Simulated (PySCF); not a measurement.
**One shape, several levels: Cu2 (SMILES [Cu][Cu])**

Wanted: a comparison of 4 runs (HF-D3(BJ)/ATZP, CISD/ma-def2-SVP) of Cu2. 

Program for the calculation: PySCF 2.14.0.

## (1) The system as given

Cu2: 2 atoms, total charge 0, spin state singlet. As SMILES, `[Cu][Cu]`. The bond length is the measured one.

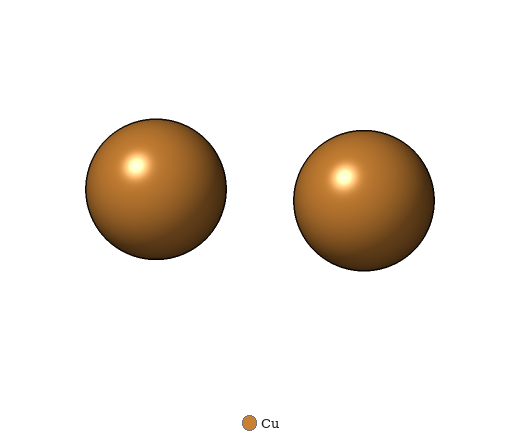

The structure, seen from a chosen angle (copper orange).

## (2) Energy and forces at HF-D3(BJ)/ATZP (density fitting) (run 1)

Input file start.xyz:

```xyz
2

Cu     0.000000     0.000000     0.000000
Cu     0.000000     0.000000     2.219700
```

Input file input.py:

```python
# Cu2
import pyscf.grad
from pyscf import gto, scf
from pyscf.pbc.tools.pyscf_ase import PySCF, ase_atoms_to_pyscf
from ase.io import read

atoms = read('start.xyz')

molecule = gto.Mole()
molecule.atom = ase_atoms_to_pyscf(atoms)
molecule.max_memory = 1860
molecule.basis = 'atzp'
molecule.charge = 0
molecule.verbose = 3
molecule.build()

mf = scf.RHF(molecule)
mf = mf.density_fit()
mf.max_cycle = 100
mf.disp = 'd3bj'
atoms.calc = PySCF(method=mf)

e_ev = atoms.get_potential_energy()
print('energy %.6f eV' % e_ev)
forces = atoms.get_forces()
print('forces (eV/A)')
print(forces.round(5))
print('dipole (e A)', atoms.get_dipole_moment().round(5))
```

Started as:

```console
OMP_NUM_THREADS=1 python input.py
```

Output:

```text
WARN: Even tempered Gaussians are generated as DF auxbasis for  Cu

converged SCF energy = -3277.85901875853
energy -89195.087079 eV

WARN: Even tempered Gaussians are generated as DF auxbasis for  Cu

converged SCF energy = -3277.85901875854
--------------- DFRHF_Scanner gradients ---------------
         x                y                z
0 Cu     0.0000000000    -0.0000000000     0.0260082937
1 Cu    -0.0000000000     0.0000000000    -0.0260082937
----------------------------------------------
forces (eV/A)
[[-0.      0.     -1.3374]
 [ 0.     -0.      1.3374]]

WARN: Even tempered Gaussians are generated as DF auxbasis for  Cu

converged SCF energy = -3277.85901875854
Dipole moment(X, Y, Z, Debye):  0.00000, -0.00000, -0.00000
dipole (e A) [ 0. -0. -0.]
```

It took 21 s on 1 thread of Arm Neoverse V1, shared host; peak memory 0.61 GiB.

## (3) Energy and forces at HF-D3(BJ)/ATZP (sfX2C, density fitting) (run 2)

Input file mol.xyz:

```xyz
2

Cu     0.000000     0.000000     0.000000
Cu     0.000000     0.000000     2.219700
```

Input file input.py:

```python
# Cu2
import pyscf.grad
from pyscf import gto
from pyscf.pbc.tools.pyscf_ase import PySCF, ase_atoms_to_pyscf
from ase.io import read

atoms = read('mol.xyz')

mol = gto.M(
    atom=ase_atoms_to_pyscf(atoms),
    spin=0,
    basis='atzp',
    max_memory=1860,
    verbose=3,
)

hf = mol.RHF()
hf = hf.x2c()
hf = hf.density_fit()
hf.max_cycle = 100
hf.disp = 'd3bj'
atoms.calc = PySCF(method=hf)

e_ev = atoms.get_potential_energy()
print('energy %.6f eV' % e_ev)
forces = atoms.get_forces()
print('forces (eV/A)')
print(forces.round(5))
print('dipole (e A)', atoms.get_dipole_moment().round(5))
```

Started as:

```console
OMP_NUM_THREADS=1 python input.py
```

Output:

```text
WARN: Even tempered Gaussians are generated as DF auxbasis for  Cu

converged SCF energy = -3303.89523446516
energy -89903.568595 eV

WARN: Even tempered Gaussians are generated as DF auxbasis for  Cu

converged SCF energy = -3303.89523446515
--------------- DFsfX2C1eRHF_Scanner gradients ---------------
         x                y                z
0 Cu     0.0000000000    -0.0000000000     0.0220281524
1 Cu    -0.0000000000     0.0000000000    -0.0220281524
----------------------------------------------
forces (eV/A)
[[-0.       0.      -1.13273]
 [ 0.      -0.       1.13273]]

WARN: Even tempered Gaussians are generated as DF auxbasis for  Cu

converged SCF energy = -3303.89523446515
Dipole moment(X, Y, Z, Debye):  0.00000, -0.00000, -0.00000
dipole (e A) [ 0. -0. -0.]
```

It took 24 s on 1 thread of Arm Neoverse V1, shared host; peak memory 0.62 GiB.

Run 3 isn't shown in full; the table further down has it.

## (4) Energy and forces at CISD/ma-def2-SVP (Cartesian functions) (run 4)

Input file input.py:

```python
from pyscf import gto, scf, ci

system = gto.M(
    atom='''
Cu
Cu 1 2.2197
''',
    verbose=3,
    charge=0,
    basis='ma-def2-svp',
    cart=True,
    spin=0,
    max_memory=1860,
)

mf = scf.RHF(system)
mf.damp = 0.4
mf.max_cycle = 100
mf.diis_start_cycle = 8
mf = mf.newton()
mf.kernel()

cisd = ci.CISD(mf)
cisd.kernel()
energy = cisd.e_tot
print('Final energy', energy)
grad = cisd.nuc_grad_method().kernel()
```

Started as:

```console
OMP_NUM_THREADS=1 python input.py
```

Output:

```text
converged SCF energy = -3277.40364817374
E(RCISD) = -3277.796862882522  E_corr = -0.3932147087856934
Final energy -3277.7968628825215
<class 'pyscf.grad.cisd.Gradients'> does not have attributes  state
--------- RCISD gradients for state 0 ----------
         x                y                z
0 Cu     0.0108790721    -0.0000000000     0.0000000000
1 Cu    -0.0108790721     0.0000000000    -0.0000000000
----------------------------------------------
```

Wall time 19 s (1 thread of Arm Neoverse V1, shared host); peak memory 0.37 GiB.

## (5) Overview of the runs

| run | level | integral approximation | solver | energy (Eh) | dipole moment (D) of the reference | HOMO energy (eV) | LUMO energy (eV) | wall time |
| --- | --- | --- | --- | --- | --- | --- | --- | --- |
| 1 | HF-D3(BJ)/ATZP (density fitting) | auto | DIIS | -3277.859019 | 0.00 | -6.46 | 0.17 | 21 s |
| 2 | HF-D3(BJ)/ATZP (sfX2C, density fitting) | auto | DIIS | -3303.895234 | 0.00 | -6.63 | 0.15 | 24 s |
| 3 | CISD/ma-def2-SVP | none | newton | -3277.764423 | 0.00 | -6.23 | 0.17 | 15 s |
| 4 | CISD/ma-def2-SVP (Cartesian functions) | none | newton | -3277.796863 | 0.00 | -6.25 | 0.17 | 19 s |

## (6) Results

| quantity | value |
| --- | --- |
| run 4: total energy | -3277.79686 Eh |
| run 4: dipole moment (Hartree–Fock density) | 0.00 D |
| run 4: HOMO energy (Hartree–Fock orbitals) | -6.25 eV |
| run 4: LUMO energy (Hartree–Fock orbitals) | 0.17 eV |
| run 4: HOMO–LUMO gap (Hartree–Fock orbitals) | 6.42 eV |
| run 4: correlation energy | -393.2 mEh |
| run 4: largest force on an atom | 0.559 eV/Å |

What this shows: Some runs of one species differ in core potentials or relativity; totals across that change don't compare. All runs together took 79 s, the longest 24 s.
